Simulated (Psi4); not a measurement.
# BHClO (SMILES O[B]Cl), step by step

Wanted: a structure relaxation (UB3LYP-D4/6-31G**), then vibrational wavenumbers, then the energy (USCS-MP2/aug-cc-pVDZ) of BHClO. 

The calculation is run with Psi4 1.11.

## 1. The structure to begin with

BHClO has 4 atoms, charge 0, and is taken as a doublet. SMILES: `O[B]Cl`. All atoms were displaced at random from a relaxed shape. The run starts from this shape.

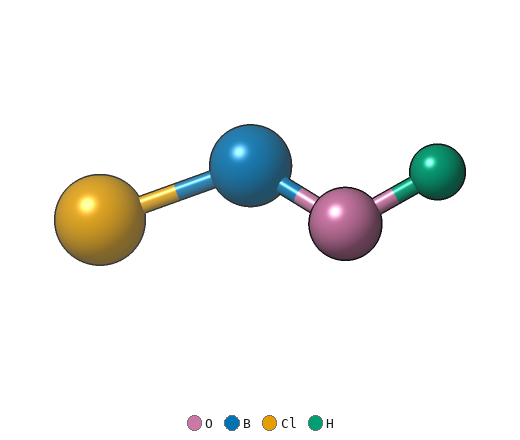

Viewed from a chosen angle; oxygen pink, boron blue, chlorine amber, hydrogen teal.

## 2. A geometry optimisation at UB3LYP-D4/6-31G(d,p) (density fitting, Cartesian functions) (run 1)

bclho.py

```python
import psi4

psi4.set_memory(1600000000)
psi4.set_num_threads(1)
psi4.set_output_file('output.dat', False)

geom = psi4.geometry("""
0 2
O      0.573252     0.117927    -0.544097
B     -0.329668    -0.035115     0.335777
Cl    -0.604268    -1.385232     1.323048
H      0.546810     1.073319    -1.115291
""")

psi4.set_options({
    'basis': '6-31G**',
    'reference': 'uks',
    'geom_maxiter': 60,
})

E, wfn = psi4.optimize('B3LYP-D4', molecule=geom, return_wfn=True)
print('E =', round(E, 9))
print(geom.to_string(dtype='xyz', units='Angstrom'))
```

On the command line:

```bash
python bclho.py
```

output.dat:

```text
[...]
  Running in c1 symmetry.
[...]
  Nuclear repulsion =   77.726335617199652
[...]
  Multiplicity = 2
[...]
  Nalpha       = 16
  Nbeta        = 15
[...]
    Number of basis functions: 54
[...]
   @DF-UKS iter   1:  -560.72037166121629   -9.33382e-02   1.11435e-02 ADIIS/DIIS
[...]
   @DF-UKS iter   7:  -560.89214254055685   -3.41061e-12   9.25287e-09 DIIS
[...]
   @S^2 Observed:                7.517644854E-01
[...]
    Orbital Energies [Eh]
    ---------------------
    Alpha Occupied:
       1A   -101.545222     2A    -19.206954     3A     -9.463282
       4A     -7.225126     5A     -7.218961     6A     -7.218112
       7A     -6.843397     8A     -1.067007     9A     -0.838280
      10A     -0.594224    11A     -0.452937    12A     -0.441491
      13A     -0.404241    14A     -0.336821    15A     -0.332020
      16A     -0.210375
    Alpha Virtual:
      17A     -0.015455    18A      0.051911    19A      0.123693
      20A      0.219830    21A      0.350741    22A      0.402747
      23A      0.404632    24A      0.429265    25A      0.465394
[...]
  @DF-UKS Final Energy:  -560.89214254055685
   => Energetics <=
    Nuclear Repulsion Energy =             76.1046586775251654
    One-Electron Energy =                -923.7437347063283823
    Two-Electron Energy =                 320.0356598842643052
    DFT Exchange-Correlation Energy =     -33.2852253506762139
    Empirical Dispersion Energy =          -0.0035010453417126
    VV10 Nonlocal Energy =                  0.0000000000000000
    Total Energy =                       -560.8921425405568471
[...]
 Multipole Moments:
 ------------------------------------------------------------------------------------
     Multipole            Electronic (a.u.)      Nuclear  (a.u.)        Total (a.u.)
 ------------------------------------------------------------------------------------
 L = 1.  Multiply by 2.5417464519 to convert [e a0] to [Debye]
 Dipole X            :         -1.0504983            1.2102730            0.1597747
 Dipole Y            :         -0.7189784            1.5118687            0.7928903
 Dipole Z            :          1.3406946           -1.9364654           -0.5957708
 Magnitude           :                                                    1.0045625
[...]
  -Total Gradient:
     Atom            X                  Y                   Z
    ------   -----------------  -----------------  -----------------
       1        0.000005880123    -0.000050430444     0.000022197982
       2        0.000007801311     0.000010933333    -0.000014403697
       3        0.000012404982    -0.000027535920     0.000005843675
       4        0.000026933207     0.000008019887    -0.000026670406
[...]
    Final optimized geometry and variables:
    Molecular point group: c1
    Full point group: C1
    Geometry (in Angstrom), charge = 0, multiplicity = 2:
    O            0.804974920750     0.869710167972    -1.210142865178
    B           -0.165796542627     0.764412296318    -0.291742840667
    CL          -0.338696896695    -0.687873927197     0.693757726400
    H            0.787479469272     1.714160392028    -1.678757573856
[...]
```

On the terminal:

```text
Optimizer: Optimization complete!
E = -560.892142541
4
0 2 BClHO
O                     0.804974920750     0.869710167972    -1.210142865178
B                    -0.165796542627     0.764412296318    -0.291742840667
Cl                   -0.338696896695    -0.687873927197     0.693757726400
H                     0.787479469272     1.714160392028    -1.678757573856
```

It took 35 s on 1 thread of Intel Xeon Platinum 8259CL at 2.50GHz (Skylake/Cascade Lake), shared host; peak memory 0.36 GiB.

Steps, from the record of the run:

```csv
step,energy from the first frame kept (eV),largest force (eV/Å)
0,0.0000,7.0893
1,-0.6226,1.3082
2,-0.6422,0.5171
3,-0.6446,0.3176
4,-0.6453,0.1923
5,-0.6456,0.1091
6,-0.6457,0.0028
```

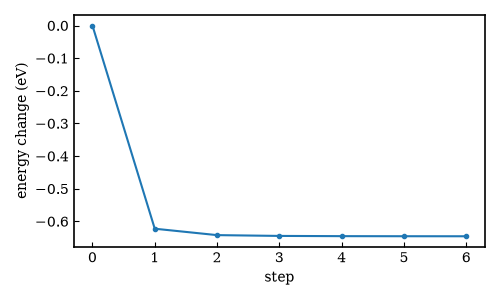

Energy along the run.

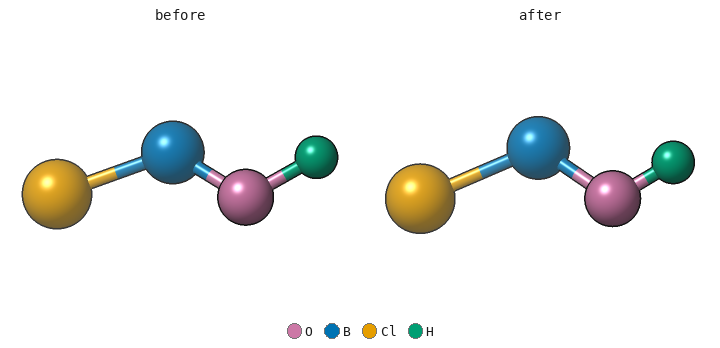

Before and after, at one scale.

After the run. Bond lengths: O1–B2 1.341 Å, B2–Cl3 1.764 Å, O1–H4 0.966 Å. Angles: O1–B2–Cl3 121.2°, B2–O1–H4 112.8°.

## 3. The harmonic vibrations at UB3LYP-D4/6-31G(d,p) (density fitting, Cartesian functions) (run 2)

run.py

```python
import psi4

psi4.set_memory(1600000000)
psi4.set_num_threads(1)
psi4.set_output_file('output.dat', False)

m = psi4.geometry("""
0 2
O      0.566176     0.141575    -0.572881
B     -0.404595     0.036277     0.345519
Cl    -0.577496    -1.416009     1.331020
H      0.548681     0.986025    -1.041495
units angstrom
""")

psi4.set_options(dict(reference='uks', t=298.15, rotational_symmetry_number=1))

E = psi4.frequency("b3lyp-d4/6-31G**", molecule=m)
print(f'total energy {E:.8f} hartree = {E * 27.211386:.5f} eV')
for k in ('ZPVE', 'ENTHALPY', 'GIBBS FREE ENERGY'):
    print(f'{k}: {psi4.variable(k):.8f} Eh')
for k, v in sorted(psi4.core.scalar_variables().items()):
    print(f'{k:45s} {v:18.10f}')
```

On the command line:

```bash
python run.py
```

output.dat, cut to the lines that bear on the results:

```text
[...]
  Running in c1 symmetry.
[...]
  Nuclear repulsion =   76.104660984068531
[...]
  Multiplicity = 2
[...]
  Nalpha       = 16
  Nbeta        = 15
[...]
    Number of basis functions: 54
[...]
   @DF-UKS iter   1:  -560.76055769210939   -1.88501e-01   1.09118e-02 DIIS/ADIIS
[...]
   @DF-UKS iter  13:  -560.89214063165491   -1.13687e-13   2.40523e-09 DIIS
[...]
   @S^2 Observed:                7.517643002E-01
[...]
  @DF-UKS Final Energy:  -560.89214063165491
   => Energetics <=
    Nuclear Repulsion Energy =             76.0952311954841463
    One-Electron Energy =                -923.7271856734703306
    Two-Electron Energy =                 320.0280498662799573
    DFT Exchange-Correlation Energy =     -33.2847352195145447
    Empirical Dispersion Energy =          -0.0035008004341244
    VV10 Nonlocal Energy =                  0.0000000000000000
    Total Energy =                       -560.8921406316549110
[...]
 Multipole Moments:
[...]
  -Total Gradient:
     Atom            X                  Y                   Z
    ------   -----------------  -----------------  -----------------
       1       -0.000036359170    -0.001034316755     0.000667687401
       2        0.000023030797    -0.000087178852     0.000061971295
       3       -0.000013772476    -0.000034704282     0.000005608686
       4        0.000080363003     0.001097273327    -0.000748400293
[...]
  ==> Harmonic Vibrational Analysis <==
[...]
  Freq [cm^-1]                 377.0713            530.1729            725.0911
[...]
  IR activ [km/mol]             1.6251             99.2718             147.5700
[...]
  Freq [cm^-1]                1049.3777           1358.2172           3848.3094
[...]
  IR activ [km/mol]            143.1047            291.7166            126.9894
[...]
  Total E_0, Enthalpy at 0 [K]                                                         -560.87417181 [Eh]
[...]
  Total H, Enthalpy at  298.15 [K]                                                     -560.86971779 [Eh]
[...]
  Total G, Gibbs energy at  298.15 [K]                                                 -560.90009217 [Eh]
[...]
```

On the terminal:

```text
Warning: used thermodynamics relations inappropriate for low-frequency modes: ['377.0713' '530.1729']
total energy -560.89214254 hartree = -15262.65260 eV
ZPVE: 0.01797073 Eh
ENTHALPY: -560.86971779 Eh
GIBBS FREE ENERGY: -560.90009217 Eh
B3LYP-D4(BJ,EEQ)ATM DISPERSION CORRECTION ENERGY      -0.0035010453
CURRENT ENERGY                                   -560.8921425420
CURRENT REFERENCE ENERGY                         -560.8921425420
DD SOLVATION ENERGY                                 0.0000000000
DFT FUNCTIONAL TOTAL ENERGY                      -560.8886414968
DFT TOTAL ENERGY                                 -560.8921425420
DFT VV10 ENERGY                                     0.0000000000
DFT XC ENERGY                                     -33.2852255921
DISPERSION CORRECTION ENERGY                       -0.0035010453
ENTHALPY                                         -560.8697177937
ENTHALPY CORRECTION                                 0.0224247484
FINDIF NUMBER                                      19.0000000000
GIBBS FREE ENERGY                                -560.9000921673
GIBBS FREE ENERGY CORRECTION                       -0.0079496253
GRID ELECTRONS ALPHA                               15.9999996286
GRID ELECTRONS BETA                                14.9999996140
GRID ELECTRONS TOTAL                               30.9999992426
NUCLEAR REPULSION ENERGY                           76.1046609841
ONE-ELECTRON ENERGY                              -923.7437363141
PCM POLARIZATION ENERGY                             0.0000000000
PE ENERGY                                           0.0000000000
SCF ITERATION ENERGY                             -560.8921425420
SCF ITERATIONS                                     13.0000000000
SCF TOTAL ENERGY                                 -560.8921425420
THERMAL ENERGY                                   -560.8706619782
THERMAL ENERGY CORRECTION                           0.0214805638
TWO-ELECTRON ENERGY                               320.0356594254
ZERO K ENTHALPY                                  -560.8741718100
ZPVE                                                0.0179707320
```

It took 1.8 min on 1 thread of Intel Xeon Platinum 8259CL at 2.50GHz (Skylake/Cascade Lake), shared host; peak memory 0.35 GiB.

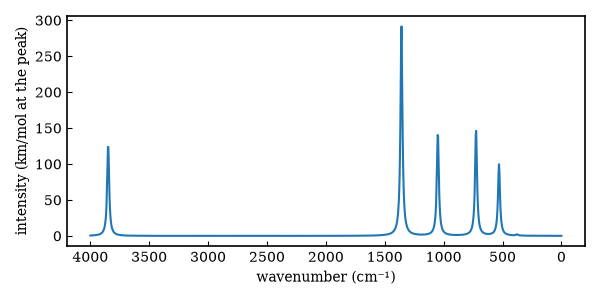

Harmonic infrared spectrum, unscaled, lines broadened by 10 cm⁻¹.

## 4. The energy at USCS-MP2/aug-cc-pVDZ (density fitting) (run 3)

job.in

```
memory 1600 mb

molecule molecule1 {
  0 2
  O      1.06991758     0.26753798    -1.08258819
  B     -0.76457374     0.06855359     0.65293628
  Cl    -1.09130928    -2.67586920     2.51526327
  H      1.03685682     1.86331720    -1.96814031
  units bohr
}

set globals {
  basis       aug-cc-pVDZ
  reference   uhf
  freeze_core true
}

energy_value = energy("scs-mp2")
```

On the command line:

```bash
psi4 -i job.in -o job.out -n 1
```

job.out:

```text
[...]
  Running in c1 symmetry.
[...]
  Nuclear repulsion =   76.104661016436381
[...]
  Multiplicity = 2
[...]
  Nalpha       = 16
  Nbeta        = 15
[...]
    Number of basis functions: 82
[...]
   @UHF iter   1:  -559.59788423066573   -6.43857e-01   5.38340e-03 DIIS/ADIIS
[...]
   @UHF iter  15:  -559.68541337693159   -1.70530e-12   2.89716e-09 DIIS
[...]
   @S^2 Observed:                7.544580635E-01
[...]
    Orbital Energies [Eh]
    ---------------------
    Alpha Occupied:
       1A   -104.837067     2A    -20.623195     3A    -10.565155
       4A     -8.033708     5A     -8.029645     6A     -8.029460
       7A     -7.721045     8A     -1.418840     9A     -1.117707
      10A     -0.797404    11A     -0.664536    12A     -0.610882
      13A     -0.583303    14A     -0.487663    15A     -0.474965
      16A     -0.363856
    Alpha Virtual:
      17A      0.033270    18A      0.050439    19A      0.057696
      20A      0.058865    21A      0.094546    22A      0.116096
      23A      0.141444    24A      0.167760    25A      0.174345
[...]
  @UHF Final Energy:  -559.68541337693159
   => Energetics <=
    Nuclear Repulsion Energy =             76.1046610164363813
    One-Electron Energy =                -923.3697376320480998
    Two-Electron Energy =                 287.5796632386802685
    Total Energy =                       -559.6854133769314785
  UHF NO Occupations:
  HONO-2 :   14  A 1.9992299
  HONO-1 :   15  A 1.9988109
[...]
 Multipole Moments:
 ------------------------------------------------------------------------------------
     Multipole            Electronic (a.u.)      Nuclear  (a.u.)        Total (a.u.)
 ------------------------------------------------------------------------------------
 L = 1.  Multiply by 2.5417464519 to convert [e a0] to [Debye]
 Dipole X            :         -1.1475427            1.2102731            0.0627304
 Dipole Y            :         -0.7072499            1.5118685            0.8046186
 Dipole Z            :          1.4197427           -1.9364649           -0.5167221
 Magnitude           :                                                    0.9583048
[...]
	SCS-MP2 Total Energy (a.u.)        :  -560.07741077524486
	SOS-MP2 Total Energy (a.u.)        :  -560.06999903494921
	SCSN-MP2 Total Energy (a.u.)       :  -559.88074830987171
[...]
	SOS-PI-MP2 Total Energy (a.u.)     :  -560.09958254710443
[...]
	MP2 Total Energy (a.u.)            :  -560.09223425583593
[...]
```

Wall time 9.6 s (1 thread of Intel Xeon Platinum 8259CL at 2.50GHz (Skylake/Cascade Lake), shared host); peak memory 0.39 GiB.

## 5. Summary of results

| quantity | value |
| --- | --- |
| run 1, UB3LYP-D4/6-31G**: total energy at the end | -560.89214 Eh |
| run 1, UB3LYP-D4/6-31G**: dipole moment | 2.55 D |
| run 1, UB3LYP-D4/6-31G**: HOMO energy (highest over α and β) | -5.72 eV |
| run 1, UB3LYP-D4/6-31G**: LUMO energy (lowest over α and β) | -1.70 eV |
| run 1, UB3LYP-D4/6-31G**: dispersion energy | -9.19 kJ/mol |
| run 1, UB3LYP-D4/6-31G**: ⟨S²⟩ | 0.752 |
| run 2, UB3LYP-D4/6-31G**: lowest harmonic wavenumber | 377 cm⁻¹ |
| run 2, UB3LYP-D4/6-31G**: highest harmonic wavenumber | 3848 cm⁻¹ |
| run 2, UB3LYP-D4/6-31G**: zero-point energy | 47.2 kJ/mol |
| run 2, UB3LYP-D4/6-31G**: ideal-gas entropy at 298.15 K (symmetry number 1 as used) | 63.9 cal/(mol K) |
| run 3, USCS-MP2/aug-cc-pVDZ: total energy | -560.07741 Eh |
| run 3, USCS-MP2/aug-cc-pVDZ: HOMO energy (Hartree–Fock orbitals) (highest over α and β) | -9.90 eV |
| run 3, USCS-MP2/aug-cc-pVDZ: LUMO energy (Hartree–Fock orbitals) (lowest over α and β) | 0.65 eV |
| run 3, USCS-MP2/aug-cc-pVDZ: correlation energy (7 core orbitals frozen) | -392.0 mEh |
| run 3, USCS-MP2/aug-cc-pVDZ: ⟨S²⟩ of the reference determinant | 0.754 |

In words: The optimisation (run 1, UB3LYP-D4/6-31G**) took 7 steps and changed the energy by -0.646 eV. All 6 modes (run 2, UB3LYP-D4/6-31G**) are real, so the shape is a minimum at this level.
